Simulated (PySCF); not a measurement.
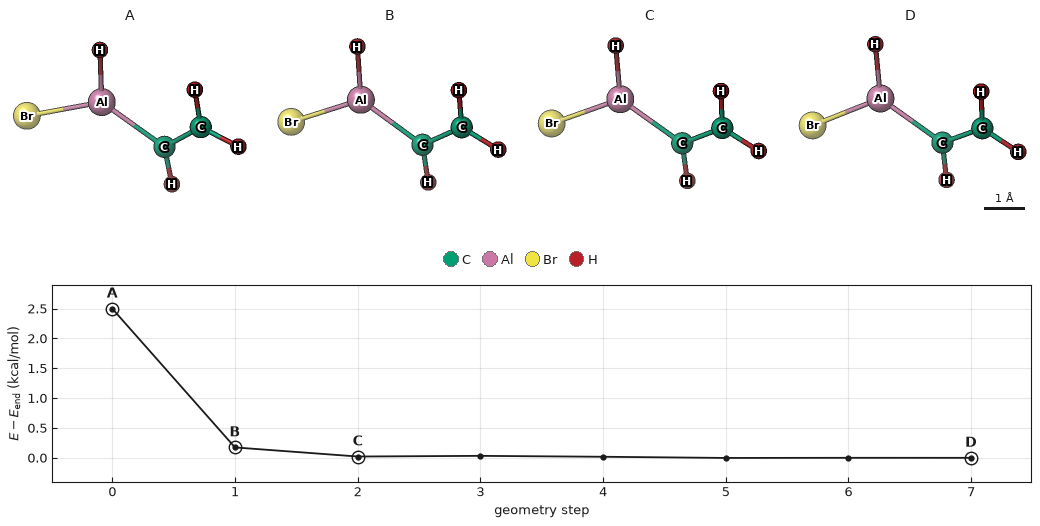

Frames of a relaxation of C₂H₄AlBr, marked on the history of the run. A ball-and-stick model, seen at a tilt.

The start comes from GFN2-xTB. Its atoms were then displaced at random by about 0.01 Å.

These are results of PBE0-D3(BJ)/def2-SVP geometry optimisation, gas phase (PySCF), not measurements. 

> What happens along the run?

After 7 geometry steps the energy has fallen by 2.50 kcal/mol. The Br atom moves most after the best rigid fit: 0.28 Å. Largest moves by element: Br 0.28 Å, H 0.19 Å, C 0.12 Å, Al 0.10 Å. Some distances before and after: Al–Br 2.298 → 2.258 Å, Al–H 1.544 → 1.581 Å, C–C 1.307 → 1.343 Å, Al–C 1.955 → 1.931 Å. Among the angles between lasting bonds that change: C–Al–Br 128.3° → 118.9°, C–C–Al 113.0° → 119.7°, Br–Al–H 112.7° → 118.7°. The run took 25 s on 1 thread of Arm Neoverse V1, with other jobs on the host. From step 0 to 1: the Br atom moves most (0.19 Å), energy −2.33 kcal/mol. From step 1 to 2: an H atom moves most (0.06 Å), energy −0.15 kcal/mol. From step 2 to 7: the Br atom moves most (0.06 Å), energy −0.02 kcal/mol.
